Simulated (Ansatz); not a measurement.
```yaml
atoms:
  - { symbol: Al, position_ang: [-0.0633, 0.2165, -0.0901] }
  - { symbol: H, position_ang: [-0.1091, 0.2374, 1.4768] }
  - { symbol: F, position_ang: [1.4161, 0.1620, -0.8653] }
  - { symbol: Cl, position_ang: [-1.8208, 0.4416, -1.2220] }
  - { symbol: F, position_ang: [-0.1290, -2.3359, 1.2337] }
  - { symbol: H, position_ang: [-0.1532, -1.5964, 1.8088] }
```

All numbers below come from RKS BLYP/def2-SVP (Ansatz 0.2.0).

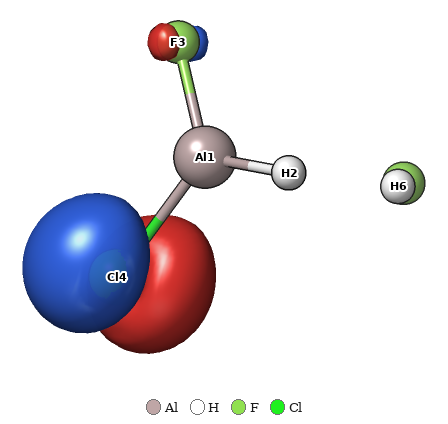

AlClFH···HF. The HOMO−1 at ±0.2 Å⁻³ᐟ² (red and blue are the two phases), seen across its widest extent.

What is the character of this orbital?

By Hirshfeld shares it lies mainly on Cl4 (about 90 %); largely a lone pair of Cl4. Its energy is −7.92 eV.
